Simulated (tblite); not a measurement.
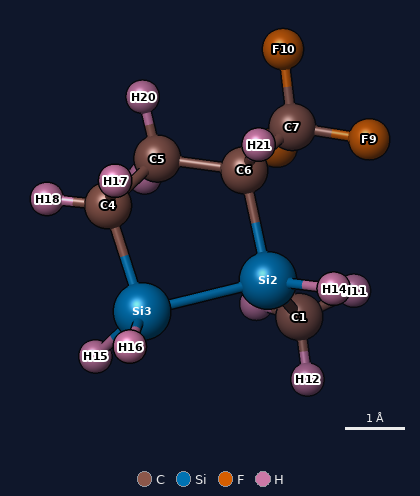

*The input geometry (ball-and-stick view, seen at a tilt; atoms are numbered from 1 in the order of the input).*

Bond lengths as drawn: C–C 1.50 to 1.53 Å, C–F 1.35 Å, C–H 1.09 Å, C–Si 1.90 to 1.94 Å, H–Si 1.47 Å and Si–Si 2.32 Å.

# Frequency calculation, with input and output: C5H11F3Si2

The run: frequency calculation of C5H11F3Si2. Method and program: GFN2-xTB harmonic vibrations, gas phase (tblite 0.8.0).

It belongs to a series of runs on one base structure; here: H on C replaced by CF3.

The input:
```
{"job": {"kind": "ir", "xc": "GFN2-xTB", "basis": "xTB"}, "charge": 0, "multiplicity": 1}
C      2.395204     0.655029    -0.280212
Si     1.057526    -0.109783     0.829925
Si     0.344641    -2.247632     0.263956
C     -1.436822    -1.681362    -0.161174
C     -1.407662    -0.214891    -0.591952
C     -0.688486     0.644914     0.452539
C     -0.611333     2.069427     0.002293
F     -0.008861     2.222182    -1.191063
F      0.078637     2.842899     0.865461
F     -1.818865     2.659923    -0.125520
H      2.530544     1.712625    -0.071109
H      3.349026     0.162177    -0.118663
H      2.147814     0.559758    -1.334053
H      1.346299     0.245620     2.228573
H      0.969451    -2.852447    -0.920571
H      0.308109    -3.282026     1.302202
H     -2.077640    -1.779835     0.716684
H     -1.895517    -2.278657    -0.947617
H     -0.883277    -0.125185    -1.547909
H     -2.426818     0.154867    -0.744733
H     -1.280889     0.659339     1.372471
```

The first line tells a small driver script what to run in tblite; the rest is the geometry in Å.

Run as:
```bash
OMP_NUM_THREADS=1 python <driver script> task.json out
```

What the program printed:
```
mode    cm-1     km/mol
  1      46.8      0.46
  2      64.2      0.02
  3     120.2      1.94
  4     129.9      2.20
  5     149.9      0.16
  6     159.9      0.76
  7     176.3      5.01
  8     222.8      8.78
  9     254.6      2.45
 10     330.4     14.61
 11     373.2      8.47
 12     402.9      8.86
 13     411.7      8.36
 14     440.4      4.47
 15     474.4      5.74
 16     508.9     12.46
 17     524.7     31.08
 18     559.2    306.06
 19     604.3     32.05
 20     632.2     85.19
 21     636.8     18.96
 22     660.8     65.92
 23     692.3     51.16
 24     764.3     66.25
 25     773.0     65.73
 26     795.3    275.29
 27     817.5     58.62
 28     827.0     68.62
 29     878.1     34.77
 30     955.7     16.39
 31     992.7     16.77
 32    1006.1    267.98
 33    1039.0    234.24
 34    1076.0     22.39
 35    1123.6     23.95
 36    1174.1     17.69
 37    1197.9    172.91
 38    1236.9     86.18
 39    1279.4     39.74
 40    1293.2      4.50
 41    1348.5     16.24
 42    1368.0     12.92
 43    1470.1      2.29
 44    1477.0      0.86
 45    1483.2      2.28
 46    1507.7      3.38
 47    2178.0    128.87
 48    2199.8    491.58
 49    2226.4    293.70
 50    2938.3     28.56
 51    2946.5     31.00
 52    2965.3     14.76
 53    2977.5     60.43
 54    3006.3     24.59
 55    3034.4     18.11
 56    3035.7      6.25
 57    3044.4     19.70
```

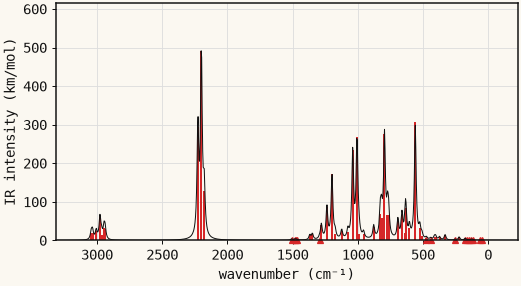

*Harmonic infrared spectrum, unscaled: sticks (degenerate modes added up, dark ones marked on the axis) with a Lorentzian envelope of 16 cm⁻¹ full width, scaled to the tallest stick.*

57 modes from 47 to 3044 cm⁻¹, none imaginary. The strongest line is at 2200 cm⁻¹ (492 km/mol).

Key numbers:

| quantity | value |
| --- | --- |
| outcome | converged |
| total energy | −924.4891 eV |
| zero-point energy | 92.9420 kcal/mol |
| hardware | 1 CPU thread, shared host |
| wall time | 4.1 s |
| peak memory | 0.18 GiB |
